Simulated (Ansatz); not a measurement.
CH3ClOSi (SMILES C[Si](=O)Cl)

```json
{"atom": "C", "x (Å)": "-0.0759", "y (Å)": "0.8649", "z (Å)": "-0.1663"}
{"atom": "Si", "x (Å)": "0.2585", "y (Å)": "-0.9148", "z (Å)": "0.3140"}
{"atom": "O", "x (Å)": "-0.7304", "y (Å)": "-1.9090", "z (Å)": "0.9589"}
{"atom": "Cl", "x (Å)": "2.2145", "y (Å)": "-1.4081", "z (Å)": "-0.1450"}
{"atom": "H", "x (Å)": "-0.9271", "y (Å)": "0.8894", "z (Å)": "-0.8671"}
{"atom": "H", "x (Å)": "-0.3701", "y (Å)": "1.4266", "z (Å)": "0.7362"}
{"atom": "H", "x (Å)": "0.8012", "y (Å)": "1.3401", "z (Å)": "-0.6291"}
```

Level of theory: RKS PBE-D4/6-31G* (Ansatz 0.2.0).

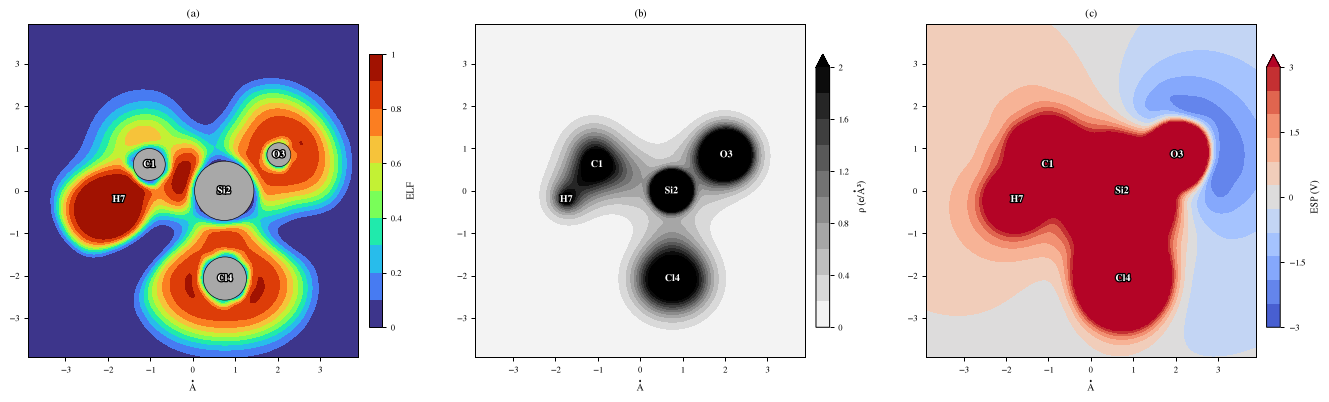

Figure 1. (a) ELF; (b) total electron density; (c) molecular electrostatic potential on the plane of atoms C1, Si2 and Cl4. Grey discs cover the atomic cores in the ELF map.

> Describe what can be read from this map.

- The section cuts through C, Si, O, Cl and H sites.
- Si–O (1.54 Å): ρ is about 1.4 e/Å³ halfway; the ELF peaks at about 0.80 between the atoms (a shared but strongly polarised pair).
- C–Si (1.87 Å): ρ at the midpoint is about 0.94 e/Å³; the ELF peaks at about 0.95 between the atoms (a covalent bond).
- Si–Cl (2.07 Å): ρ is about 0.86 e/Å³ halfway; the ELF peaks at about 0.90 between the atoms (a shared but strongly polarised pair).
- C–H (1.10 Å): the density is about 1.9 e/Å³ at the midpoint; the ELF climbs to about 1 towards the hydrogen, as it does in any bond to H (a covalent bond by its length).
- The ELF also peaks beside Cl4 and O3, away from the bonds: lone-pair regions.
- Outside the dense part of the molecule the potential is most negative (−2.2 V) near O3.

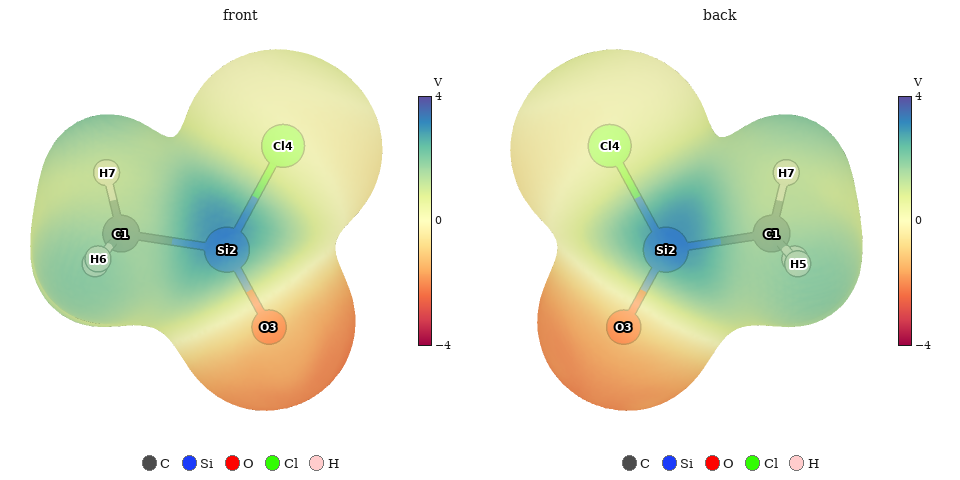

Figure 2. The electrostatic potential painted on the density surface at 0.004 e/bohr³, seen from the front and from behind; red is negative and blue positive.

> Where is the surface potential most negative and most positive?

The most negative region (about −2.1 V) lies over O3, the most positive (about +3.0 V) over Si2. Cl4 shows a σ-hole: about +0.5 V at the tip opposite its bond, against about 0.0 V on its flanks. O3 is the likeliest acceptor of a hydrogen bond.

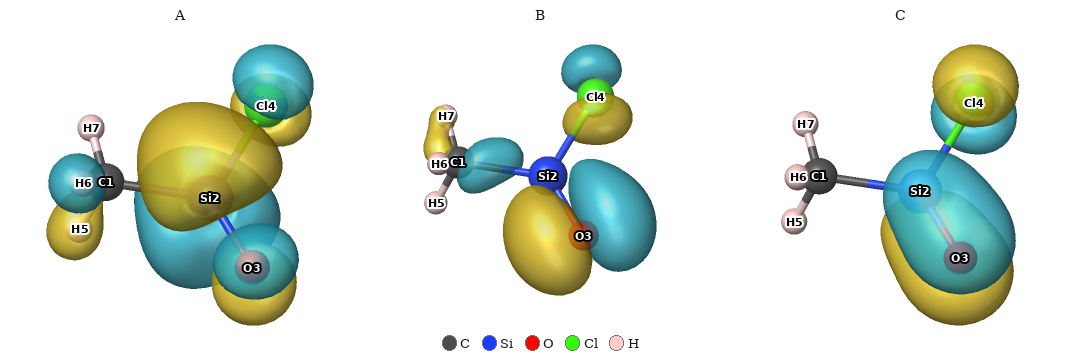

Figure 3. Three frontier orbitals at ±0.1 Å⁻³ᐟ² (yellow and cyan are the two phases), in no order.

> Order the three orbitals by energy and name them.

C is the HOMO−1 (−7.28 eV). By Hirshfeld shares it lies mainly on O3 (about 65 %), Si2 (about 20 %) and Cl4 (about 10 %). B is the HOMO (−6.66 eV). Its weight (Hirshfeld) is mainly on O3 (about 75 %), Si2 (about 15 %) and Cl4 (about 5 %); largely a lone pair of O3. A is the LUMO (−2.15 eV). It lies mainly on Si2 (about 55 %), O3 (about 20 %), Cl4 (about 10 %) and C1 (about 5 %).

> What is the HOMO–LUMO gap?

4.51 eV between the orbital energies.
